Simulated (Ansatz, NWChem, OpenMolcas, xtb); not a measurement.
**Ligand exchange: ICl + SiH3(BH2) → SiH3I + BH2Cl**

Species: ICl (iodine monochloride), singlet; SiH3(BH2) (boranylsilane), singlet; SiH3I `[SiH3]I`, singlet; BH2Cl `BCl`, singlet. The partners trade Cl for SiH3: I–Cl and B–SiH3 bonds give way to I–SiH3 and B–Cl.

Shapes, held fixed at every level: PBE0-D4/def2-TZVP. Programs: Ansatz 0.2.0, NWChem 7.3.0, OpenMolcas 26.06, xtb 6.7.1. A level may come from different programs for different species; with the same settings they agree closely. Electronic energies: no zero-point or thermal term.

```tsv
level	kind	ΔE (kJ/mol)
GFN2-xTB	semi-empirical	-267.9
SVWN5/def2-TZVP	LDA	-272.1
PBE/def2-TZVP	GGA	-262.0
r2SCAN/def2-TZVP	meta-GGA	-278.9
B3LYP/def2-TZVP	global hybrid	-264.1
BHLYP/def2-TZVP	global hybrid	-276.4
PBE0/def2-TZVP	global hybrid	-273.5
MP2/def2-TZVP	perturbation theory	-301.6
```

MP2/def2-TZVP gives ΔE = -301.6 kJ/mol; the levels span -301.6 to -262.0. The median of the levels is -272.8. No measured value is set beside it here. For atoms past krypton def2 sets carry core potentials with scalar relativity. Correlated rows may include outer-core shells of I, which these sets cover unevenly.

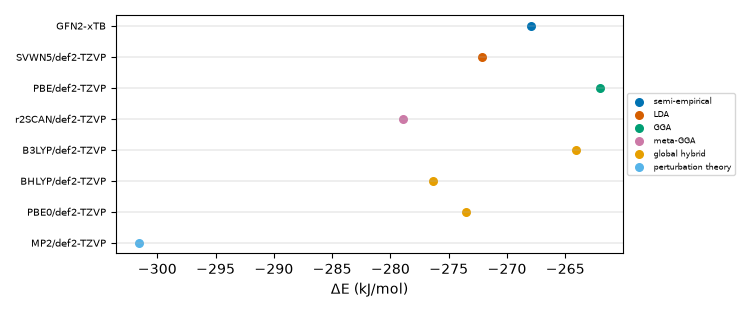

The values of the table, level by level.
